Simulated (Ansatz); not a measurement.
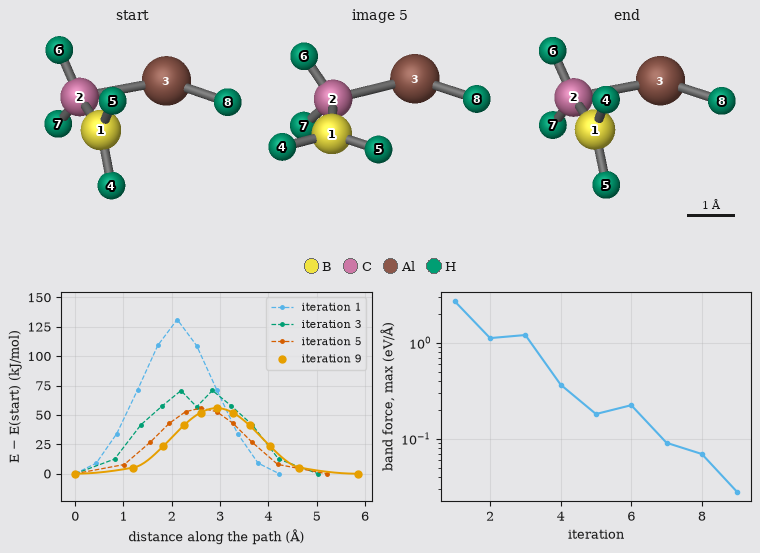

NEB run on CH5AlB (multiplicity 2). Images are numbered from 0 (start) to 10 (end). The plot follows the band through its iterations. Style: ball-and-stick. Shown from a free direction.

The calculation used Ansatz 0.2.0, UKS PBE/def2-SVP. Set-up: 9 movable images; climbing image; force threshold 0.05 eV/Å; iteration limit 60; starting path by image-dependent pair potential.

Question: Judge this run.

Answer: The run is converged, with reservations. The band converged in 9 iterations. The largest component of the band force went from 2.7 to 0.028 eV/Å. The climbing image converged on the top of the path. Its curvatures weren't checked. The first iteration put the highest image at 131.2 kJ/mol. The barrier is about 55.8 kJ/mol in both directions, with image 5 at the top; the ends have the same energy.

Cost: 3.4 min on 1 thread of Arm Neoverse V2 (shared host), peak memory 0.15 GiB.
